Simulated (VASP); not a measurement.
Band structure of Pb₂SeS (space group R-3m). Calculation: LDA (Ceperley-Alder, Perdew-Zunger), VASP's LDA PAW potentials (set 64) (plane waves; VASP 6.6.1).

Unless said otherwise, spin-orbit coupling is left out, though it shifts the bands of the heavy elements here.

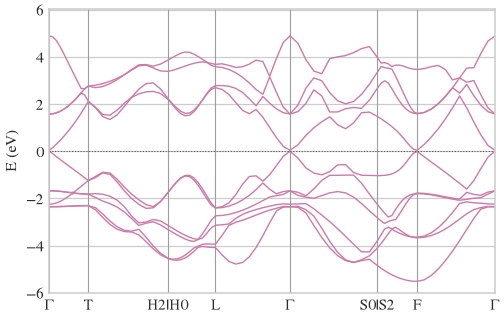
Fig. 1. Bands along high-symmetry lines, zero at the valence-band maximum or, without a gap, the Fermi level

**Question.** Read the plot: is there a gap, and where are the band edges?

**Answer.** The gap is indirect, 0.04 eV, from the valence maximum at Γ to the conduction minimum at F. (Edges off the drawn lines would not show.)

The structure comes from a computed database's Pb2SeS entry (R-3m); how it stands against other phases isn't given here. It was relaxed first, which changed the volume by -6 %.
